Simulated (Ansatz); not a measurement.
# SnHClOF2 (SMILES [OH][Sn]([F])([F])[Cl]): BLYP/def2-SVP (core potential)

What is the vertical singlet–triplet gap of SnHClOF2 at BLYP/def2-SVP (core potential)? 

Program for the calculation: Ansatz 0.2.0.

119 further runs of the same task are left out: 1 that didn't finish, 118 set aside as unsound or not needed. Runs told in other sessions of the task aren't counted.

## 1. Starting point

The species is SnHClOF2 (6 atoms), meant as a singlet with charge 0. As SMILES, `[OH][Sn]([F])([F])[Cl]`. The coordinates come from a PBE0-D4/def2-TZVP relaxation. This is one conformer, not always the lowest.

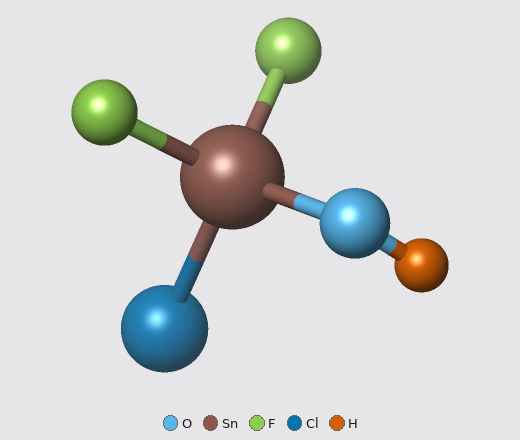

The structure, seen from a chosen angle (oxygen blue, tin brown, fluorine green, chlorine blue, hydrogen orange).

## 2. A single-point energy at BLYP/def2-SVP (core potential)

Contents of run.yaml:

```yaml
crystal:
  periodic: [false, false, false]
  atoms:
    - symbol: O
      position_ang: [-0.464000, 0.283900, 1.476300]
    - symbol: Sn
      position_ang: [0.252400, -0.175700, -0.247500]
    - symbol: F
      position_ang: [1.982500, -0.856500, 0.056700]
    - symbol: F
      position_ang: [-0.743300, -1.587100, -1.019700]
    - symbol: Cl
      position_ang: [0.329400, 1.540600, -1.744400]
    - symbol: H
      position_ang: [-1.315000, 0.730600, 1.432500]
basis:
  gaussian:
    orbitals: def2-SVP
hamiltonian:
  xc: {name: BLYP}
accuracy: high
output: {orbitals: {seedname: orbitals}}
```

Launch:

```
$ ansatz run run.yaml --threads 1 --pin off --max-ram 3480MiB --events-out events.jsonl --progress --plain --runs-dir runs
```

Log:

```text
Warning: RAYON_NUM_THREADS=1 ignored (pool sized by the plan → 1); use --threads N
Functional definition: BLYP
  name "BLYP"
  parameter beta = 0.0042
  parameter a = 0.04918
  parameter b = 0.132
  parameter c = 0.2533
  parameter d = 0.349
  exchange = b88_x(beta = beta)
  correlation = lyp_c(a = a, b = b, c = c, d = d)
1947 factors; integrals over basis functions are off by at most 3.3e-9 eV
mean field evaluation 1: about -25830.5553 eV, gradient 7.9e1 eV
mean field evaluation 2: about -25748.6762 eV, gradient 2.0e2 eV
mean field evaluation 4: about -25840.1914 eV, gradient 2.6e1 eV
mean field evaluation 8: about -25841.4120 eV, gradient 7.7e-1 eV
mean field evaluation 16: about -25841.4136 eV, gradient 6.1e-5 eV
mean field -25841.41358580 eV, -949.6544333388 hartree, gradient 3.1e-8 eV, S^2 0.000000; 0 other end points of the search recorded, 0 dependent functions left out
reference -25841.41363939 eV, -949.6544353082 hartree; 33, 33 occupied and 58, 58 virtual orbitals, 1947 factors
Total energy: -25841.41363939 eV, -949.6544353082 hartree
```

It took 7.8 s on 1 thread of Arm Neoverse V2, shared host; peak memory 0.23 GiB.

## 3. The triplet, same level

Contents of run.yaml:

```yaml
crystal:
  periodic: [false, false, false]
  atoms:
    - {symbol: O, position_ang: [-0.464000, 0.283900, 1.476300]}
    - {symbol: Sn, position_ang: [0.252400, -0.175700, -0.247500]}
    - {symbol: F, position_ang: [1.982500, -0.856500, 0.056700]}
    - {symbol: F, position_ang: [-0.743300, -1.587100, -1.019700]}
    - {symbol: Cl, position_ang: [0.329400, 1.540600, -1.744400]}
    - {symbol: H, position_ang: [-1.315000, 0.730600, 1.432500]}
basis:
  gaussian:
    orbitals: def2-SVP
magnetization:
  spin_polarized: true
  initial_magnetization: 2
hamiltonian:
  xc: {name: BLYP}
accuracy: high
output: {orbitals: {seedname: orbitals}}
```

Launch:

```
$ ansatz run run.yaml --threads 1 --pin off --max-ram 3480MiB --events-out events.jsonl --progress --plain --runs-dir runs
```

Log, shortened:

```text
Warning: RAYON_NUM_THREADS=1 ignored (pool sized by the plan → 1); use --threads N
[... 2 set-up lines as earlier in the session ...]
[...]
1947 factors; integrals over basis functions are off by at most 3.3e-9 eV
[...]
mean field -25836.75862235 eV, -949.4833665874 hartree, gradient 4.1e-8 eV, S^2 2.002386; 10 other end points of the search recorded, 0 dependent functions left out
reference -25836.75867601 eV, -949.4833685593 hartree; 34, 32 occupied and 57, 59 virtual orbitals, 1947 factors
Total energy: -25836.75867601 eV, -949.4833685593 hartree
```

It took 65 s on 1 thread of Arm Neoverse V2, shared host; peak memory 0.31 GiB.

## 4. What came out

Level: BLYP/def2-SVP (core potential).

```
                                        quantity          value
                           singlet: total energy  -949.65444 Eh
                            singlet: HOMO energy       -7.85 eV
                            singlet: LUMO energy       -3.47 eV
                          singlet: HOMO–LUMO gap        4.38 eV
                           triplet: total energy  -949.48337 Eh
     triplet: HOMO energy (highest over α and β)       -3.48 eV
                                   triplet: ⟨S²⟩          2.002
vertical energy of the triplet above the singlet       4.655 eV
```

**Reading.** At this shape the triplet lies 4.65 eV (107 kcal/mol) above the singlet.
